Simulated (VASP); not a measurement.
Band structure of ZnSe (zinc blende). Computed with PBE GGA with D4 dispersion, VASP's PBE PAW potentials (set 64) (plane waves; VASP 6.6.1).

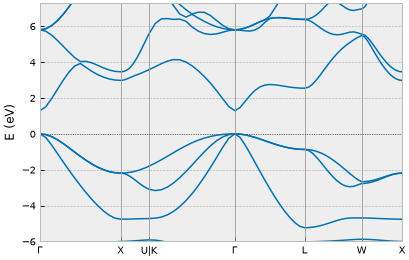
Figure: Bands along high-symmetry lines, zero at the valence-band maximum or, without a gap, the Fermi level

### Question
Read the plot: is there a gap, and where are the band edges?

### Answer
The gap is direct, 1.29 eV, from the valence maximum at Γ to the conduction minimum at Γ. (Edges off the drawn lines would not show.)

Measured: gap 2.87 eV (computed value off by -1.58 eV), as given by Wei Chen et al., Physical Review Materials (2018), doi:10.1103/physrevmaterials.2.073803 [zero-point renormalisation of 0.05 eV added back (the table's ZPR column)].

The compound is ZnSe in the zinc blende structure. It was relaxed first.
